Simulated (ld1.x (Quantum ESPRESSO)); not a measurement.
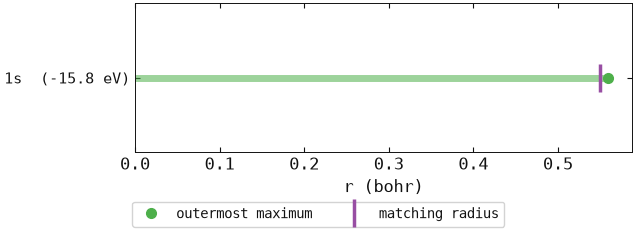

**Figure 1.** Outer shells of the all-electron reference atom: each bar runs from the outermost node (or the nucleus) to the outermost maximum of u(r); the tick is the radius chosen for the pseudo-wave. Shells without a tick have no pseudo-wave of their own. Levels, nodes and maxima are from ld1.x, scalar-relativistic.

- Radii against the shells: 1s: 0.55 bohr, inside the maximum.

## Pseudopotential generation, with input and output: He

Helium (He, Z = 2), core none, reference valence 1s2, valence charge 2. Computed at this level: ultrasoft potential, PBE, scalar-relativistic, made with ld1.x (Quantum ESPRESSO) 7.5.

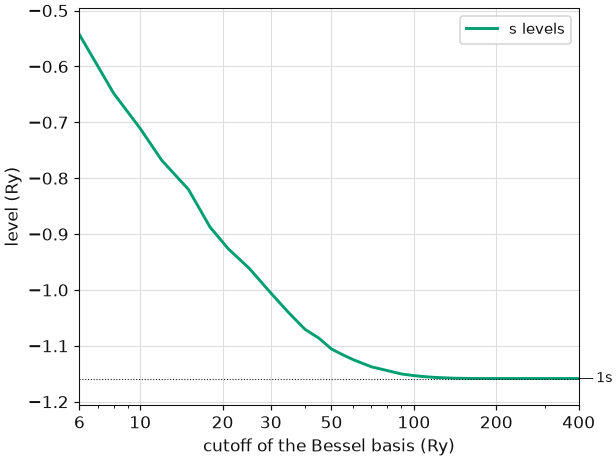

**Figure 2.** The pseudo-atom Hamiltonian at the reference potential is diagonalised in spherical Bessel functions (20 bohr box) up to the cutoff. Curves: the lowest levels of each channel that holds a bound state. Dotted lines: the all-electron valence levels.

- Ghost states: no ghost state below the valence levels in the s, p, d, f channels. The curves of the valence states settle on the dotted lines.
- All-electron valence levels: 1s: -1.16 Ry.

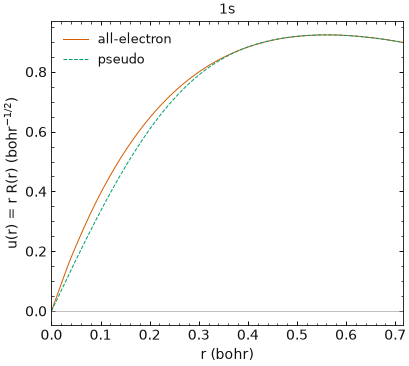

**Figure 3.** All-electron valence functions (solid) with their pseudo partners (dashed). Reference configuration 1s2.

- Matching radii: 1s at 0.55 bohr. The curves merge smoothly, so the plot gives these only roughly.
- Nodes of the pseudo-waves: 1s has no node.
- Cutoffs needed: 110 Ry (loose) and 160 Ry (tight), as the cutoffs, on a coarse ladder, from which the occupation-weighted sum of valence levels, in a spherical-Bessel basis at the reference potential, stays within 10 and 1 mRy of its value at 400 Ry.

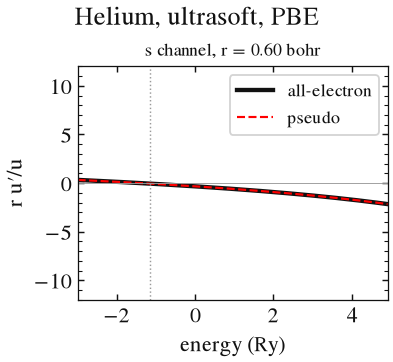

**Figure 4.** Logarithmic derivatives r u′/u at the test radius against energy, all-electron atom (solid) and pseudo-atom (dashed). Here u = r R(r). The dotted line marks the reference energy of the channel.

- Ghost states: the plot shows none: pseudo and all-electron curves have the same branches in all channels drawn. The separate test gives: no ghost state below the valence levels in the s, p, d, f channels.
- Zeros of the logarithmic derivative: s: all-electron -1.4 Ry, pseudo -1.4 Ry.
- Poles, where the radial function vanishes at the test radius: s: all-electron at no energy in the range, pseudo at no energy in the range.

Input and output of the run follow.

**Input**
```
 &input
   title='He', zed=2., rel=1, dft='PBE', iswitch=3,
   config='1s2',
   nld=1, rlderiv=0.60, eminld=-3.0, emaxld=5.0, deld=0.02
 /
 &inputp
   pseudotype=3, tm=.true., lloc=-1, rcloc=0.50,
   nlcc=.false.,
   which_augfun='PSQ', rmatch_augfun_nc=.true.,
   file_pseudopw='He.UPF', file_wfcaegen='ae.wfc', file_wfcncgen='nc.wfc', file_beta='beta', file_chi='chi', file_wfcusgen='us.wfc'
 /
2
1S  1  0   2.00   0.00  0.40  0.55  0.0
1S  1  0   0.00   1.00  0.40  0.55  0.0
 &test
   configts(1)='1s2'
 /
```

**Input of the test run**
```
 &input
   title='He', zed=2., rel=1, dft='PBE', iswitch=2,
   config='1s2'
 /
 &test
   file_pseudo='He.UPF', nconf=3,
   configts(1)='1s2',
   configts(2)='1s1',
   configts(3)='1s1.5'
 /
```

Run as:
```bash
ld1.x < He.in > He.out
```

**Log**
```
     Program LD1 v.7.5
     --------------------------- All-electron run ----------------------------

     He
     scalar relativistic calculation

     atomic number is  2.00
     dft =PBE   lsd =0 sic =0 latt =0  beta=0.20 tr2=1.0E-14
     Exchange-correlation= PBE
                           (   1   4   3   4   0   0   0)
     mesh = 985 r(mesh) = 100.16840 a.u. xmin = -7.00 dx = 0.01250
     1 Ry =  13.60569312 eV, c = 137.03599908

     n l     nl                  e(Ry)          e(Ha)          e(eV)
     1 0     1S 1( 2.00)        -1.1586        -0.5793       -15.7639

     final scf error:  5.1E-15 reached in  28 iterations

     Etot =      -5.786174 Ry,      -2.893087 Ha,     -78.724912 eV

     Ekin =       5.712663 Ry,       2.856331 Ha,      77.724739 eV
     Encl =     -13.459996 Ry,      -6.729998 Ha,    -183.132572 eV
     Eh   =       4.053675 Ry,       2.026837 Ha,      55.153052 eV
     Exc  =      -2.092516 Ry,      -1.046258 Ha,     -28.470131 eV

     normalization and overlap integrals

     s(1S/1S) =  1.000000  <r> =   0.9458  <r2> =    1.2546  r(max) =   0.5595

     ------------------------ End of All-electron run ------------------------

     --------------------- Generating US pseudopotential ---------------------

      Generating local potential from pseudized AE potential:
      Matching radius rcloc =   0.5000

      Local pseudo, rcloc= 0.500 Estimated cut-off energy=    93.07 Ry
      Wfc-us  1S rcutus= 0.553  Estimated cut-off energy=   145.30 Ry
      Wfc-us  1S rcutus= 0.553  Estimated cut-off energy=   151.01 Ry

     Q pseudized with Bessel functions
     Expected ecutrho=    1186.3169 due to l1=  0   l2=  0

     ------------------- End of pseudopotential generation -------------------

     --------------------------- All-electron run ----------------------------

     He
     scalar relativistic calculation

     atomic number is  2.00
     dft =PBE   lsd =0 sic =0 latt =0  beta=0.20 tr2=1.0E-14
     Exchange-correlation= PBE
                           (   1   4   3   4   0   0   0)
     mesh = 985 r(mesh) = 100.16840 a.u. xmin = -7.00 dx = 0.01250
     1 Ry =  13.60569312 eV, c = 137.03599908

     n l     nl                  e(Ry)          e(Ha)          e(eV)
     1 0     1S 1( 2.00)        -1.1586        -0.5793       -15.7639

     final scf error:  5.1E-15 reached in  28 iterations

     Etot =      -5.786174 Ry,      -2.893087 Ha,     -78.724912 eV

     Ekin =       5.712663 Ry,       2.856331 Ha,      77.724739 eV
     Encl =     -13.459996 Ry,      -6.729998 Ha,    -183.132572 eV
     Eh   =       4.053675 Ry,       2.026837 Ha,      55.153052 eV
     Exc  =      -2.092516 Ry,      -1.046258 Ha,     -28.470131 eV

     normalization and overlap integrals

     s(1S/1S) =  1.000000  <r> =   0.9458  <r2> =    1.2546  r(max) =   0.5595

     ------------------------ End of All-electron run ------------------------

     Computing logarithmic derivative in   0.59937
     Computing logarithmic derivative in   0.59937
     Computing the partial wave expansion
     R is outside the sphere for l=    0 j= 0.00
     R is outside the sphere for l=    0 j= 0.00

     ---------------------- Testing the pseudopotential ----------------------

     He
     scalar relativistic calculation

     atomic number is  2.00   valence charge is  2.00
     dft =PBE   lsd =0 sic =0 latt =0  beta=0.20 tr2=1.0E-14
     mesh = 985 r(mesh) = 100.16840 xmin = -7.00 dx = 0.01250

     n l     nl             e AE (Ry)        e PS (Ry)    De AE-PS (Ry)
     1 0     1S   1( 2.00)       -1.15863       -1.15866        0.00003

     eps = 7.7E-17  iter =  4

     Etot =      -5.786174 Ry,      -2.893087 Ha,     -78.724912 eV
     Etotps =    -5.788799 Ry,      -2.894399 Ha,     -78.760618 eV

     Ekin =       5.246229 Ry,       2.623115 Ha,      71.378587 eV
     Encl =     -12.169564 Ry,      -6.084782 Ha,    -165.575347 eV
     Ehrt =       4.056421 Ry,       2.028210 Ha,      55.190418 eV
     Ecxc =      -2.097989 Ry,      -1.048994 Ha,     -28.544593 eV
     Epseu=      -0.823897 Ry,      -0.411948 Ha,     -11.209683 eV

     ---------------------- End of pseudopotential test ----------------------
```

**Output of the test run (extracts)**
```
     ---------------------- Testing the pseudopotential ----------------------

     He
     scalar relativistic calculation

     atomic number is  2.00   valence charge is  2.00
     dft =PBE   lsd =0 sic =0 latt =0  beta=0.20 tr2=1.0E-14
     mesh = 985 r(mesh) = 100.16840 xmin = -7.00 dx = 0.01250

     n l     nl             e AE (Ry)        e PS (Ry)    De AE-PS (Ry)
     1 0     1S   1( 2.00)       -1.15863       -1.15866        0.00003

     eps = 7.7E-17  iter =  4

     Etot =      -5.786174 Ry,      -2.893087 Ha,     -78.724912 eV
     Etotps =    -5.788799 Ry,      -2.894399 Ha,     -78.760618 eV

     Ekin =       5.246229 Ry,       2.623115 Ha,      71.378587 eV
     Encl =     -12.169564 Ry,      -6.084782 Ha,    -165.575347 eV
     Ehrt =       4.056421 Ry,       2.028210 Ha,      55.190418 eV
     Ecxc =      -2.097989 Ry,      -1.048994 Ha,     -28.544593 eV
     Epseu=      -0.823897 Ry,      -0.411948 Ha,     -11.209683 eV

     ---------------------- End of pseudopotential test ----------------------

     ---------------------- Testing the pseudopotential ----------------------

     He
     scalar relativistic calculation

     atomic number is  2.00   valence charge is  2.00
     dft =PBE   lsd =0 sic =0 latt =0  beta=0.20 tr2=1.0E-14
     mesh = 985 r(mesh) = 100.16840 xmin = -7.00 dx = 0.01250

     n l     nl             e AE (Ry)        e PS (Ry)    De AE-PS (Ry)
     1 0     1S   1( 1.00)       -2.87600       -2.87728        0.00129

     eps = 4.4E-17  iter =  9

     Etot =      -3.804293 Ry,      -1.902146 Ha,     -51.760040 eV
     Etotps =    -3.806492 Ry,      -1.903246 Ha,     -51.789963 eV
     dEtot_ae =       1.981881 Ry
     dEtot_ps =       1.982307 Ry,   Delta E=      -0.000425 Ry

     Ekin =       3.451652 Ry,       1.725826 Ha,      46.962123 eV
     Encl =      -6.916472 Ry,      -3.458236 Ha,     -94.103400 eV
     Ehrt =       1.203348 Ry,       0.601674 Ha,      16.372389 eV
     Ecxc =      -1.015058 Ry,      -0.507529 Ha,     -13.810572 eV
     Epseu=      -0.529962 Ry,      -0.264981 Ha,      -7.210504 eV

     ---------------------- End of pseudopotential test ----------------------

     ---------------------- Testing the pseudopotential ----------------------

     He
     scalar relativistic calculation

     atomic number is  2.00   valence charge is  2.00
     dft =PBE   lsd =0 sic =0 latt =0  beta=0.20 tr2=1.0E-14
     mesh = 985 r(mesh) = 100.16840 xmin = -7.00 dx = 0.01250

     n l     nl             e AE (Ry)        e PS (Ry)    De AE-PS (Ry)
     1 0     1S   1( 1.50)       -1.96398       -1.96426        0.00028

     eps = 9.5E-15  iter =  7

     Etot =      -5.010564 Ry,      -2.505282 Ha,     -68.172201 eV
     Etotps =    -5.013150 Ry,      -2.506575 Ha,     -68.207380 eV
     dEtot_ae =       0.775610 Ry
     dEtot_ps =       0.775649 Ry,   Delta E=      -0.000039 Ry

     Ekin =       4.547094 Ry,       2.273547 Ha,      61.866369 eV
     Encl =      -9.777794 Ry,      -4.888897 Ha,    -133.033664 eV
     Ehrt =       2.501816 Ry,       1.250908 Ha,      34.038943 eV
     Ecxc =      -1.581619 Ry,      -0.790809 Ha,     -21.519017 eV
     Epseu=      -0.702648 Ry,      -0.351324 Ha,      -9.560011 eV

     ---------------------- End of pseudopotential test ----------------------
```

**Results in brief**

- outcome: generated
- cutoffs needed: 110 Ry and 160 Ry (the cutoffs, on a coarse ladder, from which the occupation-weighted sum of valence levels, in a spherical-Bessel basis at the reference potential, stays within 10 and 1 mRy of its value at 400 Ry); ghost states and empty shells don't enter this sum
- ghost test: no ghost state below the valence levels in the s, p, d, f channels (spherical-Bessel basis up to 400 Ry, 20 bohr box)
- largest excitation error: -5.8 meV (all-electron minus pseudo) for 1s1, out of 2 test configurations
- lowest eigenvalue of the overlap operator S in a Bessel basis (separate test): 0.99 (s channel)
- density cutoff estimated by the generator: 1186 Ry
- range over which the phases arctan(r u′/u) at the test radius agree within 0.05 rad (a looser test near the poles than one of phase shifts): s: over the whole range computed
- hardware: 1 CPU thread, shared host
